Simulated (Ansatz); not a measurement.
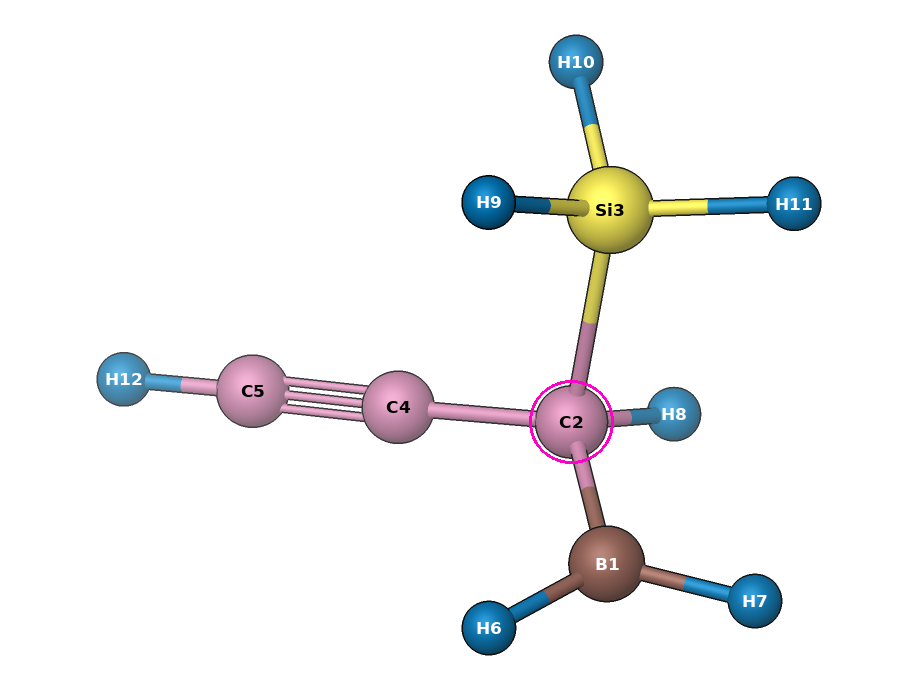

Distant atoms are faded towards the background colour. Circles mark the stereogenic atoms. The computed structure is the end point of a PBE0-D4/def2-TZVP optimisation. No frequency run is at hand to confirm it as a minimum.

Q: What are the Cahn–Ingold–Prelog descriptors?

A: C2: S (priorities Si3 > C4 > B1 > H8).

Q: Give a SMILES with the stereochemistry.

A: B[C@H]([SiH3])C#C
